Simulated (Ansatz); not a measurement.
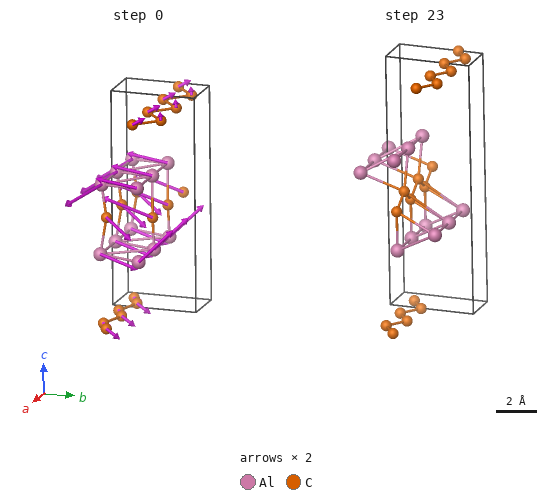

The structure of solid Al2C3 (a generated structure, set up in P1) (coarse preliminary run) before (left) and after (right) a relaxation, at one scale. The purple arrows give the displacements (the part carried along by the change of the cell is left out), magnified 2 times.

A ball-and-stick model of the cell of the calculation, repeated 3 × 1 × 1 with one cell outlined, seen slightly off an axis.

Theory: Ansatz, DFT PBE, scalar-relativistic, plane waves, PAW. Set-up: plane-wave cutoff 420 eV; k-point mesh 8 × 6 × 2; occupations gaussian; smearing width 0.2 eV; no spin polarisation; cell and atoms relaxed; force threshold 0.025 eV/Å; at most 60 steps.

Question: Describe what moved and what it gained.

Answer: The run was cut off at its time limit before the relaxation converged, so the last structure is only a point on the way. The largest moves relative to the cell, 1.40 Å, are those of Al and C atoms. By element the largest moves are C 1.40 Å, Al 1.39 Å. Cell: a 2.600 → 2.522 Å (−3.0 %), b 4.314 → 4.340 Å (+0.6 %), c 11.183 → 12.927 Å (+15.6 %), α 91.3° → 92.9°, β 88.3° → 88.8°, γ 92.0° → 90.0°. Volume +12.8 %. Among the contacts that change: Al–C 1.691 → 2.796 Å, Al–C 1.723 → 2.798 Å, C–C 2.427 → 1.460 Å, C–C 2.359 → 1.460 Å. New bonds form: C–C (2.36 → 1.46 Å), C–C (2.43 → 1.46 Å). Bonds break: Al–Al (2.26 → 2.99 Å), Al–C (1.72 → 2.80 Å). Among the angles between lasting bonds that change: Al–Al–C 91.1° → 57.6°, Al–Al–C 83.7° → 57.7°, C–C–C 94.0° → 119.8°. The space group stays P1 (No. 1). Over 20 accepted moves (23 points after the start) the energy falls by 1763 meV per atom. Largest force component: 43 eV/Å at the start, 0.023 eV/Å at the end. The pressure goes from 31.17 to −0.07 GPa. The line search rejected the trial steps at points 7, 17 of the run. At 1 point the geometry stayed and the basis and grid were re-selected for the new cell (energy shift of 4.6 meV per atom at most each time).
